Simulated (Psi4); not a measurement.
# AlO (oxoaluminum) at UB3LYP/6-31G(d) (Cartesian functions)

Aim: the vertical doublet–quartet gap of AlO (oxoaluminum) at UB3LYP/6-31G* (Cartesian functions), from 2 runs. 

Program for the calculation: Psi4 1.11.

1 further run of the same task is left out (set aside as unsound or not needed).

### Step 1. The structure to begin with

The species is AlO (2 atoms), meant as a doublet with charge 0. SMILES: `[O]=[Al]`. The shape is that of a PBE0-D4/def2-TZVP optimisation.

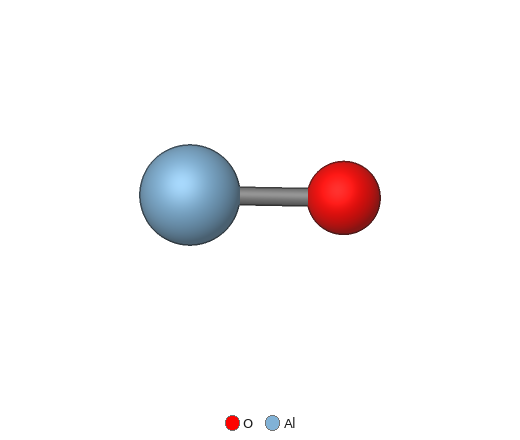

The structure, seen from a chosen angle (oxygen red, aluminium light blue).

### Step 2. Energy and gradient at UB3LYP/6-31G(d) (Cartesian functions)

The input, input.dat:

```
memory 2200 MB

molecule system {
  0 2
  O      0.000000     0.000000    -0.024920
  Al     0.000000     0.000000     1.594970
  units angstrom
  symmetry c1
}

set basis 6-31G*
set reference uks
set puream false
set e_convergence 1e-09
set d_convergence 1e-08
set scf_type pk
set dft_radial_points 99
set dft_spherical_points 590
set maxiter 100

result, w = gradient("b3lyp", return_wfn=True)
oeprop(w, "WIBERG_LOWDIN_INDICES", "MULLIKEN_CHARGES", "MAYER_INDICES")
```

Command:

```
psi4 -n 1 input.dat output.dat
```

output.dat:

```text
[...]
  Running in c1 symmetry.
[...]
  Nuclear repulsion =   33.974177203192809
[...]
  Multiplicity = 2
[...]
  Nalpha       = 11
  Nbeta        = 10
[...]
    Number of basis functions: 34
[...]
   @UKS iter   1:  -317.16200554168506   -1.52717e-01   2.81411e-02 DIIS/ADIIS
[...]
   @UKS iter  13:  -317.61110127440350   -4.97380e-11   9.72335e-09 DIIS
[...]
   @S^2 Observed:                7.572431988E-01
[...]
    Orbital Energies [Eh]
    ---------------------
    Alpha Occupied:
       1A    -56.067949     2A    -19.125020     3A     -4.158484
       4A     -2.710816     5A     -2.710816     6A     -2.710334
       7A     -0.892255     8A     -0.378161     9A     -0.287353
      10A     -0.287353    11A     -0.272245
    Alpha Virtual:
      12A     -0.047715    13A     -0.047715    14A      0.031255
      15A      0.114257    16A      0.182947    17A      0.182947
      18A      0.287370    19A      0.453934    20A      0.453934
      21A      0.522733    22A      0.522733    23A      0.804245
      24A      1.012584    25A      1.012584    26A      1.037407
[...]
  @UKS Final Energy:  -317.61110127440350
   => Energetics <=
    Nuclear Repulsion Energy =             33.9741772031928093
    One-Electron Energy =                -508.6884737324977550
    Two-Electron Energy =                 179.0555252145725262
    DFT Exchange-Correlation Energy =     -21.9523299596710970
    Empirical Dispersion Energy =           0.0000000000000000
    VV10 Nonlocal Energy =                  0.0000000000000000
    Total Energy =                       -317.6111012744034952
[...]
 Multipole Moments:
 ------------------------------------------------------------------------------------
     Multipole            Electronic (a.u.)      Nuclear  (a.u.)        Total (a.u.)
 ------------------------------------------------------------------------------------
 L = 1.  Multiply by 2.5417464519 to convert [e a0] to [Debye]
 Dipole X            :          0.0000000            0.0000000            0.0000000
 Dipole Y            :         -0.0000000            0.0000000           -0.0000000
 Dipole Z            :          1.9766082           -0.5640171            1.4125911
 Magnitude           :                                                    1.4125911
[...]
  -Total Gradient:
     Atom            X                  Y                   Z
    ------   -----------------  -----------------  -----------------
       1       -0.000000000000    -0.000000000000     0.012921309827
       2       -0.000000000000    -0.000000000000    -0.012922000388
[...]
  Mulliken Charges: (a.u.)
   Center  Symbol    Alpha    Beta     Spin     Total
       1     O     4.48274  4.04299  0.43975 -0.52572
       2    AL     6.51726  5.95701  0.56025  0.52572
   Total alpha = 11.00000, Total beta = 10.00000, Total charge =  0.00000
  Mayer Bond Indices:
  Total Bond Index:
  Irrep: 1 Size: 2 x 2
                 1                   2
[...]
```

Wall time 25 s (1 thread of Intel Xeon at 2.50GHz (Skylake/Cascade Lake), shared host); peak memory 0.31 GiB.

### Step 3. The quartet, same level

The input, alo.py:

```python
import psi4

psi4.set_memory(2200000000)
psi4.set_num_threads(1)
psi4.set_output_file('run.log', False)

molecule = psi4.geometry("""
0 4
O
Al 1 1.61989
units angstrom
symmetry c1
""")

psi4.set_options({
    'basis': '6-31G*',
    'reference': 'uks',
    'puream': False,
    'e_convergence': 1e-09,
    'd_convergence': 1e-08,
    'scf_type': 'pk',
    'dft_radial_points': 99,
    'dft_spherical_points': 590,
    'maxiter': 100,
})

energy_value = psi4.gradient("b3lyp")
print('gradient / Eh bohr^-1')
print(energy_value.np.round(6))
```

Command:

```
python alo.py
```

run.log:

```text
[...]
  Running in c1 symmetry.
[...]
  Nuclear repulsion =   33.974177203192809
[...]
  Multiplicity = 4
[...]
  Nalpha       = 12
  Nbeta        = 9
[...]
    Number of basis functions: 34
[...]
   @UKS iter   1:  -317.38409392001898   -3.74806e-01   1.24229e-02 DIIS/ADIIS
[...]
   @UKS iter  14:  -317.46763227604140   -9.66338e-13   3.83255e-09 DIIS
[...]
   @S^2 Observed:                3.752896947E+00
[...]
    Orbital Energies [Eh]
    ---------------------
    Alpha Occupied:
       1A    -56.084464     2A    -19.221986     3A     -4.177235
       4A     -2.730614     5A     -2.729867     6A     -2.728828
       7A     -1.005366     8A     -0.444041     9A     -0.438901
      10A     -0.376003    11A     -0.296366    12A     -0.132859
    Alpha Virtual:
      13A     -0.067385    14A      0.007368    15A      0.111219
      16A      0.159028    17A      0.171565    18A      0.262925
      19A      0.418850    20A      0.423382    21A      0.473059
      22A      0.491959    23A      0.756241    24A      0.902698
      25A      0.942333    26A      0.985006    27A      1.216584
[...]
  @UKS Final Energy:  -317.46763227604140
   => Energetics <=
    Nuclear Repulsion Energy =             33.9741772031928093
    One-Electron Energy =                -507.5633028484674014
    Two-Electron Energy =                 178.0706727864541392
    DFT Exchange-Correlation Energy =     -21.9491794172209218
    Empirical Dispersion Energy =           0.0000000000000000
    VV10 Nonlocal Energy =                  0.0000000000000000
    Total Energy =                       -317.4676322760413427
[...]
 Multipole Moments:
 ------------------------------------------------------------------------------------
     Multipole            Electronic (a.u.)      Nuclear  (a.u.)        Total (a.u.)
 ------------------------------------------------------------------------------------
 L = 1.  Multiply by 2.5417464519 to convert [e a0] to [Debye]
 Dipole X            :          0.0000000            0.0000000            0.0000000
 Dipole Y            :          0.0000000            0.0000000            0.0000000
 Dipole Z            :          1.1605488           -0.5640171            0.5965317
 Magnitude           :                                                    0.5965317
[...]
  -Total Gradient:
     Atom            X                  Y                   Z
    ------   -----------------  -----------------  -----------------
       1        0.000000000000    -0.000000000000     0.109745821597
       2       -0.000000000000    -0.000000000000    -0.109751141043
[...]
```

The script printed:

```text
gradient / Eh bohr^-1
[[ 0.       -0.        0.109746]
 [-0.       -0.       -0.109751]]
```

Wall time 21 s (1 thread of Intel Xeon at 2.50GHz (Skylake/Cascade Lake), shared host); peak memory 0.31 GiB.

### Step 4. Summary of results

Level: UB3LYP/6-31G* (Cartesian functions).

```
                                        quantity          value
                           doublet: total energy  -317.61110 Eh
                          doublet: dipole moment         3.59 D
     doublet: HOMO energy (highest over α and β)       -7.41 eV
      doublet: LUMO energy (lowest over α and β)       -4.56 eV
                                   doublet: ⟨S²⟩          0.757
               doublet: largest force on an atom     0.664 eV/Å
                           quartet: total energy  -317.46763 Eh
                          quartet: dipole moment         1.52 D
     quartet: HOMO energy (highest over α and β)       -3.62 eV
                                   quartet: ⟨S²⟩          3.753
               quartet: largest force on an atom     5.644 eV/Å
vertical energy of the quartet above the doublet       3.904 eV
```

What this shows: At this shape the quartet lies 3.90 eV (90 kcal/mol) above the doublet. The largest force (doublet) is 0.66 eV/Å: the shape isn't a stationary point for this species at this level.
